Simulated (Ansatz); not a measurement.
**CH4LiSi (charge +1): density, localisation and related maps**

```yaml
atoms:
  - { symbol: C, position_ang: [0.2134, 1.0151, -0.3007] }
  - { symbol: Li, position_ang: [-3.3803, -0.3600, 1.1186] }
  - { symbol: Si, position_ang: [-0.9988, -0.3355, 0.0371] }
  - { symbol: H, position_ang: [-0.2944, -1.5533, -0.4776] }
  - { symbol: H, position_ang: [-0.1045, 2.0109, 0.0026] }
  - { symbol: H, position_ang: [1.1646, 0.7690, 0.1914] }
  - { symbol: H, position_ang: [0.4507, 1.0179, -1.3738] }
```

Geometry: r2SCAN-D4/def2-TZVP.

All numbers below come from Ansatz, isolated molecule in a Gaussian basis; Kohn-Sham density functional theory, functional PBE0.

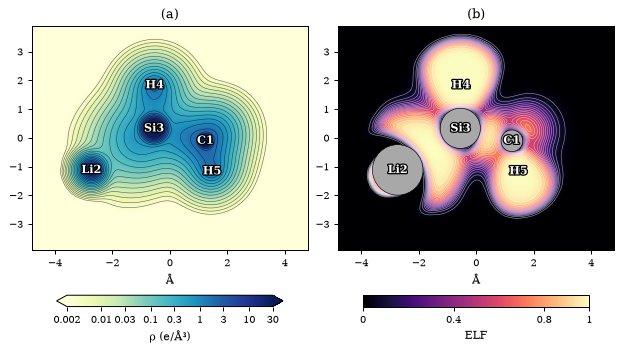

Figure 1. (a) total electron density; (b) ELF on the plane of atoms C1, Si3 and H4. Grey discs cover the atomic cores in the ELF map.

### Interpret the plot.

- The plane passes through C, Li, Si and H nuclei.
- C–Si (1.85 Å): ρ at the midpoint is about 1 e/Å³; the ELF peaks at about 0.95 between the atoms: a shared electron pair.
- Li–Si (2.62 Å): ρ at the midpoint is about 0.3 e/Å³; the ELF peaks at about 1 in the valence shell of Si, 1.2 Å from its nucleus, and is about 1 at the midpoint.
- C–H (1.09 Å): the density is about 2 e/Å³ at the midpoint; the ELF climbs to about 1 towards the hydrogen, as it does in any bond to H (a covalent bond by its length).
- Si–H (1.50 Å): ρ is about 0.82 e/Å³ halfway; the ELF climbs to about 1 towards the hydrogen.

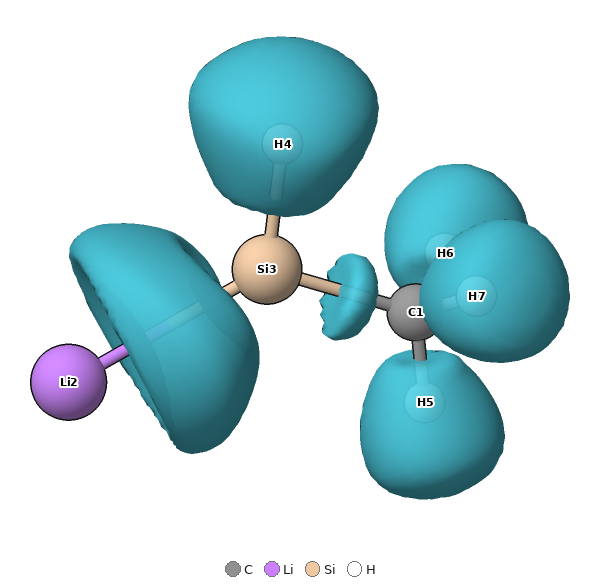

Figure 2. Isosurface of the ELF at 0.85 (cyan), seen at a tilt. Only the valence region is drawn (cores and ρ < 0.01 e/Å³ removed).

### What do the ELF domains correspond to?

The ELF exceeds this value in one region between bonded C–Si atoms (shared pairs), four regions around hydrogen nuclei and one lobe of the valence shell of Si pointing towards Li (polar bonds).

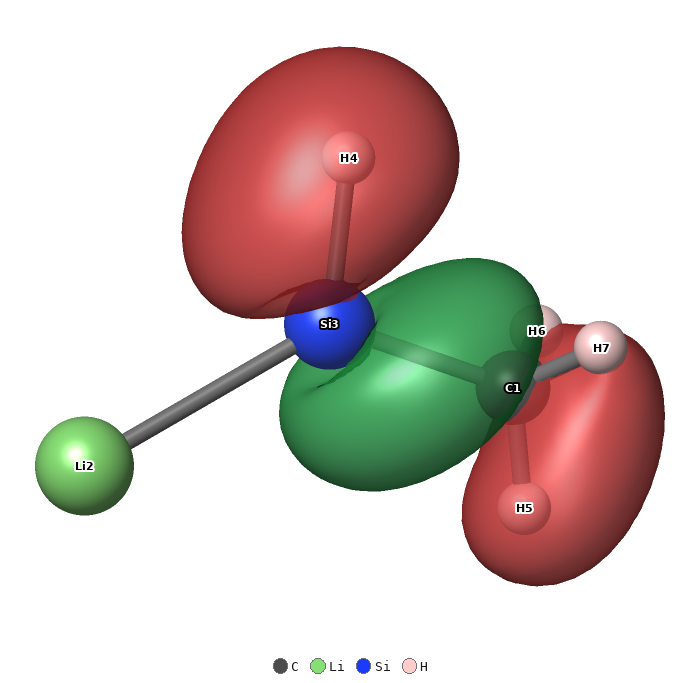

Figure 3. The HOMO−1 at ±0.1 Å⁻³ᐟ² (green and red are the two phases), seen at a tilt.

### What is the character of this orbital?

By Hirshfeld shares it lies mainly on Si3 (about 35 %), C1 (about 30 %), H4 (about 20 %) and H5 (about 5 %). Its energy is −13.74 eV.
